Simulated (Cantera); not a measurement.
Input: 1 mol SiF₄, 0.12 mol NH₃, 0.13 mol H₂, at 1.00 bar.

Cantera equilibrium calculation (NASA polynomials, part measured and part estimated; ideal gas, pure solids and liquids). Candidate condensed phases: Si, Si₃N₄; 37 gas species. The tables' values for SiF₃, SiF₂ are old estimates; treat these amounts as uncertain. The numbers say what is thermodynamically allowed, not how fast it happens.

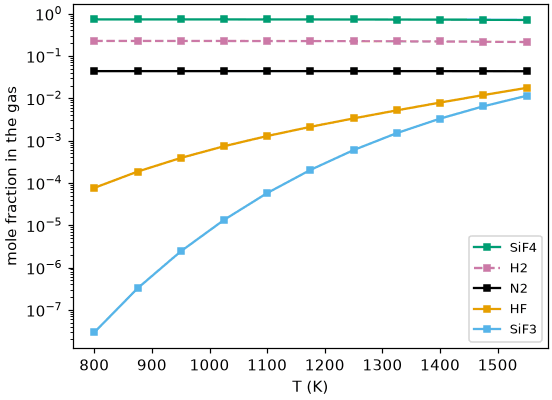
Fig. 1. Equilibrium gas composition (values under 1e-9 drawn at 1e-9)

From 800 K to 1550 K nothing is condensed. The main Si-bearing gas is SiF₄ throughout.
